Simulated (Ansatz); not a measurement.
# HF/3-21G run of C2H2Cl2Sn (SMILES C#[C][SnH]([Cl])[Cl])

Aim: the electronic atomisation energy of C2H2Cl2Sn at HF/3-21G, from 5 runs. 

Program for the calculation: Ansatz 0.2.0.

49 further runs of the same task are left out: 7 that didn't finish, 42 set aside as unsound or not needed.

**1. The structure to begin with**

C2H2Cl2Sn: 7 atoms, total charge 0, spin state singlet. As SMILES, `C#[C][SnH]([Cl])[Cl]`. The coordinates come from a PBE0-D4/def2-TZVP relaxation.

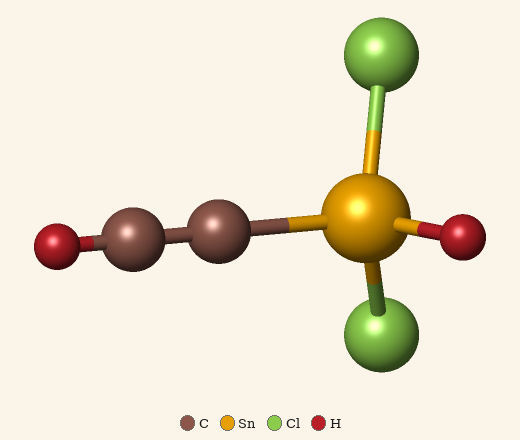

The structure, seen from a chosen angle (carbon brown, tin amber, chlorine green, hydrogen red).

**2. A single-point energy at HF/3-21G**

Input file in.yaml:

```yaml
crystal:
  periodic: [false, false, false]
  atoms:
    - {symbol: C, position_ang: [-1.668000, 1.349700, 0.386500]}
    - {symbol: C, position_ang: [-0.744900, 0.592400, 0.224500]}
    - {symbol: Sn, position_ang: [0.833800, -0.704500, -0.025300]}
    - {symbol: Cl, position_ang: [0.163900, -2.365900, -1.482000]}
    - {symbol: Cl, position_ang: [2.540200, 0.448400, -1.069500]}
    - {symbol: H, position_ang: [-2.485300, 2.020900, 0.525300]}
    - {symbol: H, position_ang: [1.421600, -1.409000, 1.394900]}
basis:
  gaussian: {orbitals: 3-21G-spherical.json}
total_charge: 0
magnetization: {spin_polarized: false}
hamiltonian: {xc: hf}
accuracy: high
output: {orbitals: {seedname: orbitals}}
```

The basis set 3-21G is read from a file made from the Basis Set Exchange's data (not shown).

Command:

```
ansatz run in.yaml --threads 1 --pin off --max-ram 3480MiB --events-out events.jsonl --progress --plain --runs-dir runs
```

Standard output:

```text
Warning: RAYON_NUM_THREADS=1 ignored (pool sized by the plan → 1); use --threads N
Functional definition: HF
  name "HF"
  exchange = exact_x
  correlation = 0
1716 factors; integrals over basis functions are off by at most 1.6e-8 eV
mean field evaluation 1: about -190134.5974 eV, gradient 2.3e1 eV
mean field evaluation 2: about -190134.8950 eV, gradient 2.3e1 eV
mean field evaluation 4: about -190136.7833 eV, gradient 1.7e0 eV
mean field evaluation 8: about -190136.8010 eV, gradient 1.1e-1 eV
mean field evaluation 16: about -190136.8011 eV, gradient 2.7e-8 eV
mean field -190136.80105298 eV, -6987.3985593442 hartree, gradient 2.7e-8 eV, S^2 0.000000; 0 other end points of the search recorded, 0 dependent functions left out
reference -190136.80105298 eV, -6987.3985593442 hartree; 49, 49 occupied and 30, 30 virtual orbitals, 1716 factors
Total energy: -190136.80105298 eV, -6987.3985593442 hartree
```

Wall time 3.6 s (1 thread of Arm Neoverse V1, shared host); peak memory 0.27 GiB.

**3. The C atom, same level**

Input file input.yaml:

```yaml
crystal:
  periodic: [false, false, false]
  atoms:
    - {symbol: C, position_ang: [0.000000, 0.000000, 0.000000]}
basis:
  gaussian: {orbitals: 3-21G.json}
magnetization: {spin_polarized: true, initial_magnetization: 2}
hamiltonian: {xc: hf}
accuracy: high
```

The basis set 3-21G is read from a file made from the Basis Set Exchange's data (not shown).

Run the same way, it converges to -37.48107 Eh (log not shown).

**4. The Cl atom, same level**

Input file run.yaml:

```yaml
crystal:
  periodic: [false, false, false]
  atoms:
    - {symbol: Cl, position_ang: [0.000000, 0.000000, 0.000000]}
basis:
  gaussian: {orbitals: 3-21G.json}
magnetization: {spin_polarized: true, initial_magnetization: 1}
total_charge: 0
accuracy: high
hamiltonian: {xc: hf}
```

The basis set 3-21G is read from a file made from the Basis Set Exchange's data (not shown).

Command:

```
ansatz run run.yaml --threads 1 --pin off --max-ram 3480MiB --events-out events.jsonl --progress --plain --runs-dir runs
```

Standard output:

```text
Warning: RAYON_NUM_THREADS=1 ignored (pool sized by the plan → 1); use --threads N
[... 4 set-up lines as earlier in the session ...]
77 factors; integrals over basis functions are off by at most 2.5e-9 eV
mean field evaluation 1: about -12443.0941 eV, gradient 2.3e0 eV
mean field evaluation 2: about -12443.0959 eV, gradient 2.2e0 eV
mean field evaluation 4: about -12443.1283 eV, gradient 2.2e-1 eV
mean field evaluation 8: about -12443.1289 eV, gradient 2.9e-3 eV
mean field evaluation 16: about -12443.1234 eV, gradient 6.8e-1 eV
mean field evaluation 32: about -12443.1289 eV, gradient 9.0e-3 eV
mean field -12443.12887118 eV, -457.2765517601 hartree, gradient 6.4e-8 eV, S^2 0.750372; 0 other end points of the search recorded, 0 dependent functions left out
reference -12443.12887118 eV, -457.2765517601 hartree; 9, 8 occupied and 4, 5 virtual orbitals, 77 factors
Total energy: -12443.12887118 eV, -457.2765517601 hartree
```

Wall time 0.06 s (1 thread of Arm Neoverse V1, shared host).

**5. The H atom at the same level**

Input file molecule.yaml:

```yaml
crystal:
  periodic: [false, false, false]
  atoms:
    - {symbol: H, position_ang: [0.000000, 0.000000, 0.000000]}
basis:
  gaussian: {orbitals: 3-21G.json}
magnetization: {spin_polarized: true, initial_magnetization: 1}
hamiltonian: {xc: hf}
accuracy: high
```

The basis set 3-21G is read from a file made from the Basis Set Exchange's data (not shown).

Command:

```
ansatz run molecule.yaml --threads 1 --pin off --max-ram 3480MiB --events-out events.jsonl --progress --plain --runs-dir runs
```

Standard output:

```text
Warning: RAYON_NUM_THREADS=1 ignored (pool sized by the plan → 1); use --threads N
[... 4 set-up lines as earlier in the session ...]
3 factors; integrals over basis functions are off by at most 1.3e-8 eV
mean field evaluation 1: about -13.4868 eV, gradient 1.3e0 eV
mean field evaluation 2: about -13.4868 eV, gradient 1.3e0 eV
mean field evaluation 4: about -13.5023 eV, gradient 2.1e-5 eV
mean field evaluation 8: about -13.5023 eV, gradient 1.0e-12 eV
mean field -13.50225274 eV, -0.4961986360 hartree, gradient 4.5e-8 eV, S^2 0.750000; 0 other end points of the search recorded, 0 dependent functions left out
reference -13.50225274 eV, -0.4961986360 hartree; 1, 0 occupied and 1, 2 virtual orbitals, 3 factors
Total energy: -13.50225274 eV, -0.4961986360 hartree
```

Wall time 0.04 s (1 thread of Arm Neoverse V1, shared host).

**6. The Sn atom at the same level**

Input file run.yaml:

```yaml
crystal:
  periodic: [false, false, false]
  atoms:
    - symbol: Sn
      position_ang: [0.000000, 0.000000, 0.000000]
basis:
  gaussian:
    orbitals: 3-21G-spherical.json
magnetization:
  spin_polarized: true
  initial_magnetization: 2
hamiltonian:
  xc: hf
accuracy: high
```

The basis set 3-21G is read from a file made from the Basis Set Exchange's data (not shown).

Run the same way, it converges to -5996.26828 Eh (log not shown).

**7. Summary of results**

At HF/3-21G:

| quantity | value |
| --- | --- |
| molecule: total energy | -6987.39856 Eh |
| molecule: HOMO energy | -11.91 eV |
| molecule: LUMO energy | 1.92 eV |
| molecule: HOMO–LUMO gap | 13.82 eV |
| C atom: total energy | -37.48107 Eh |
| C atom: ⟨S²⟩ | 2.001 |
| Cl atom: total energy | -457.27655 Eh |
| Cl atom: ⟨S²⟩ | 0.750 |
| H atom: total energy | -0.49620 Eh |
| H atom: ⟨S²⟩ | 0.750 |
| Sn atom: total energy | -5996.26828 Eh |
| Sn atom: ⟨S²⟩ | 2.001 |
| electronic atomisation energy | 16.943 eV |

Taking the molecule apart into free atoms costs 16.94 eV (391 kcal/mol), before zero-point energy and without spin-orbit coupling. Hartree–Fock lacks the correlation of the bonding pairs, which as a rule makes this value much too low; in minimal bases other errors can mask that. The basis has no polarisation functions, which makes bonds too weak. Relativity is left out (molecule) although the molecule holds a heavy atom. Relativity is left out (Sn atom) although the molecule holds a heavy atom.
